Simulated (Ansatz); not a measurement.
## Run report: BAsH6, single-point calculation

System: BAsH6.
Method: RKS B2PLYP/cc-pVTZ-rifit (Ansatz 0.2.0).

Some settings of this run were made unusual or wrong on purpose. The geometry comes from this level: PBE0-D4/def2-TZVP.

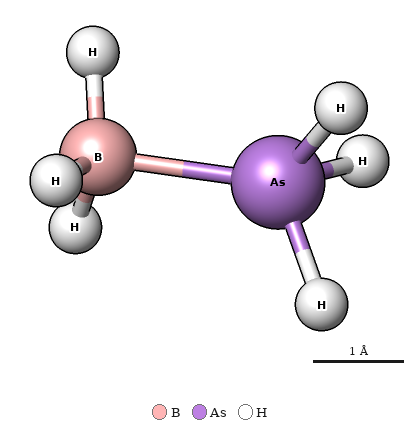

Figure 1. The structure (ball-and-stick view, seen at a tilt). Bond lengths as drawn: As–B 2.05 Å, As–H 1.51 Å and B–H 1.21 Å.

### Input file
```yaml
crystal:
  periodic: [false, false, false]
  atoms:
    - {symbol: B, position_ang: [-0.625364, 0.179003, -1.004078]}
    - {symbol: As, position_ang: [0.463822, -0.139875, 0.702010]}
    - {symbol: H, position_ang: [-1.733568, -0.172438, -0.679931]}
    - {symbol: H, position_ang: [-0.071566, -0.531797, -1.807137]}
    - {symbol: H, position_ang: [-0.491115, 1.364901, -1.184472]}
    - {symbol: H, position_ang: [0.073970, 0.593189, 1.959594]}
    - {symbol: H, position_ang: [0.540872, -1.535702, 1.264743]}
    - {symbol: H, position_ang: [1.935149, 0.185618, 0.693471]}
basis:
  gaussian: {orbitals: cc-pVTZ-rifit, point_charges: [{charge: -1.00, position_ang: [5.534, 0.991, 0.530]}]}
hamiltonian: {xc: {name: B2PLYP}}
output: {forces: true}
```

Run as:
```bash
ansatz run in.yaml --threads 4 --pin off --events-out ev --progress --plain --max-ram 10444MiB
```

### What the program printed
```
Functional definition: B2PLYP
  name "B2PLYP"
  cite "Grimme, J. Chem. Phys. 124, 034108 (2006) doi:10.1063/1.2148954"
  cite "Becke, Phys. Rev. A 38, 3098 (1988) doi:10.1103/PhysRevA.38.3098"
  cite "Lee, Yang & Parr, Phys. Rev. B 37, 785 (1988) doi:10.1103/PhysRevB.37.785"
  parameter a = 0.53
  parameter c = 0.27
  exchange = (1 - a)*b88_x + a*exact_x
  correlation = (1 - c)*lyp_c + c*(mp2_os + mp2_ss)
2595 factors; integrals over basis functions are off by at most 7.0e-4 eV
mean field evaluation 1: about -49878.9883 eV, gradient 2.1e1 eV
mean field evaluation 2: about -49879.0040 eV, gradient 2.1e1 eV
mean field evaluation 4: about -49880.4652 eV, gradient 2.0e0 eV
mean field evaluation 8: about -49880.4651 eV, gradient 3.4e-2 eV
mean field evaluation 16: about -49880.4651 eV, gradient 2.4e-6 eV
mean field -49880.46508285 eV, -1833.0732816012 hartree, gradient 2.4e-6 eV, S^2 0.000000; 0 other end points of the search recorded, 0 dependent functions left out
10 core orbitals not correlated: weight in the atoms' cores, before any rotation towards them, 1.000 or more for the frozen orbitals, at most 0.000 for the correlated occupied ones
reference -49880.46518934 eV, -1833.0732855147 hartree; 12, 12 occupied and 405, 405 virtual orbitals, 2595 factors
second order -24.33566532 eV of doubles, -0.00000000 eV of singles
the calculation of the forces begins
Total energy: -49887.03581898 eV, -1833.3147517001 hartree
Atom 0 at    -0.625364     0.179003    -1.004078 Å, force     0.826666    -0.301912     1.478454 eV/Å
Atom 1 at     0.463822    -0.139875     0.702010 Å, force     0.257493     0.046990     0.029720 eV/Å
Atom 2 at    -1.733568    -0.172438    -0.679931 Å, force     0.279314     0.148956    -0.265227 eV/Å
Atom 3 at    -0.071566    -0.531797    -1.807137 Å, force    -0.278419     0.282011     0.192203 eV/Å
Atom 4 at    -0.491115     1.364901    -1.184472 Å, force    -0.122652    -0.420829    -0.038905 eV/Å
Atom 5 at     0.073970     0.593189     1.959594 Å, force    -0.195105    -0.096295    -0.593308 eV/Å
Atom 6 at     0.540872    -1.535702     1.264743 Å, force    -0.288913     0.331761    -0.454246 eV/Å
Atom 7 at     1.935149     0.185618     0.693471 Å, force    -0.336498     0.053743    -0.393966 eV/Å
Dipole moment:     0.676297    -0.112568     0.794645 e Å
```

### What the run reported

```json
{"quantity": "outcome", "value": "converged"}
{"quantity": "total energy", "value": "−49887.0358 eV"}
{"quantity": "mean-field energy", "value": "−49880.4652 eV"}
{"quantity": "SCF solution under orbital rotations", "value": "stable"}
{"quantity": "largest force (length of the vector)", "value": "1.721 eV/Å"}
{"quantity": "dipole moment", "value": "5.04 D"}
{"quantity": "hardware", "value": "4 threads of Arm Neoverse V1, 23 GiB of memory available, shared host"}
{"quantity": "wall time", "value": "41 s (CPU time 2.6 min)"}
{"quantity": "peak memory", "value": "2.2 GiB"}
```

The input was spoiled on purpose: basis. The run converged all the same; its numbers are those of the faulty input and shouldn't be used.
